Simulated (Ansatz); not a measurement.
**How far to go with the plane-wave cutoff: HfPt₃ (P4mm, 4 atoms in the cell)**

```
HfPt3
1.0
    4.02246     0.00000     0.00000
    0.00000     4.02246     0.00000
    0.00000     0.00000     4.02246
Hf Pt
1 3
Direct
  0.00000   0.00000   0.01243
  0.50000   0.50000   0.00000
  0.00000   0.50000   0.50000
  0.50000   0.00000   0.50000
```

Method of the run: LDA (PW92), default PAW files made with PBE (plane waves; Ansatz, an electronic-structure program).

Base settings: basis.ecutwfc = 420 eV; kpoints.mp_grid.grid = 7 7 7; hamiltonian.xc = lda; hamiltonian.pseudopotentials = {kind: paw} (the program's default PAW files); scf.occupations.method = gaussian; scf.occupations.width = 0.1 eV.

The second cell is the first with its lattice scaled by 0.98.

The mesh stays at the base's, so the ladder's end is converged at best in this setting alone.

The first pressure column holds Ansatz's estimate of the finite-basis (Pulay) stress, which hides part of the cutoff error; the other is without it.

Only quantities that move along the ladder and can be compared are tabulated.

The count of work is k-points × plane waves × bands × iterations; it is no time. 

The starting cell comes from a database of computed structures (which also holds hypothetical and non-ambient phases and stackings), without a prior relaxation at this level. Its lattice was rescaled by up to half a per cent. One atom was moved a little off its site on purpose. Spin polarisation is off. In the base run, with a pressure of about -12 GPa the cell is away from its equilibrium volume at this level.

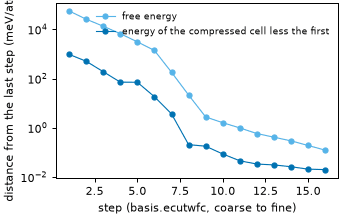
Fig. 1. Distance from the last step along the ladder; very small values are drawn at a floor.

| basis.ecutwfc | free energy less the last step's (meV/atom) | energy of the compressed cell less the first (meV/atom) | pressure (GPa) | pressure without the Pulay estimate (GPa) | largest difference of a force vector from the last step's (eV/Å) | count of work / last |
|---|---|---|---|---|---|---|
| 145 eV | 56572.25 | -998.11 | -54.62 | -1760.57 | 0.883 | 0.080 |
| 170 eV | 26034.39 | -535.62 | -68.77 | -980.02 | 0.509 | 0.096 |
| 190 eV | 13507.70 | 164.87 | -21.78 | -588.77 | 0.553 | 0.11 |
| 210 eV | 6704.23 | 45.20 | -0.51 | -340.06 | 0.038 | 0.13 |
| 230 eV | 3113.50 | 44.20 | -2.55 | -188.44 | 0.041 | 0.14 |
| 250 eV | 1391.56 | -8.32 | -9.86 | -103.98 | 0.049 | 0.17 |
| 295 eV | 181.23 | -23.00 | -11.40 | -29.02 | 0.028 | 0.16 |
| 335 eV | 21.52 | -26.88 | -11.68 | -14.33 | 0.008 | 0.20 |
| 380 eV | 2.76 | -26.50 | -11.63 | -11.80 | 0.001 | 0.26 |
| 420 eV | 1.61 | -26.59 | -11.64 | -11.69 | 0.000 | 0.32 |
| 460 eV | 0.99 | -26.63 | -11.65 | -11.69 | 0.000 | 0.35 |
| 505 eV | 0.58 | -26.64 | -11.65 | -11.66 | 0.000 | 0.37 |
| 565 eV | 0.42 | -26.65 | -11.65 | -11.66 | 0.000 | 0.41 |
| 630 eV | 0.29 | -26.65 | -11.65 | -11.66 | 0.000 | 0.49 |
| 735 eV | 0.19 | -26.66 | -11.65 | -11.65 | 0.000 | 0.62 |
| 840 eV | 0.12 | -26.66 | -11.65 | -11.65 | 0.000 | 0.78 |
| 1010 eV | 0.00 | -26.68 | -11.65 | -11.66 | 0.000 | 1.0 |

Coarsest basis.ecutwfc that holds the free energy within 2 meV/atom of the last step, with all finer ones: 420 eV, at 0.32 of the last step's count of work; the step before is off by 2.8 meV/atom.

Coarsest basis.ecutwfc that holds the pressure without the Pulay estimate within 1 GPa of the last step, with all finer ones: 380 eV, at 0.26 of the last step's count of work; the step before is off by 2.7 GPa.

Coarsest basis.ecutwfc that holds the energy of the compressed cell less the first within 2 meV/atom of the last step, with all finer ones: 335 eV, at 0.20 of the last step's count of work; the step before is off by 3.7 meV/atom.

The energy difference between the two cells stays within 1 meV/atom of the last step's from 335 eV on, the total only from 460 eV on: much of the error is common to both cells and cancels.

At the lowest cutoff the pressure without the Pulay estimate lies 1750 GPa under the last step's, the usual sign of Pulay stress in an incomplete plane-wave basis.

Keys are those of Ansatz 0.2.
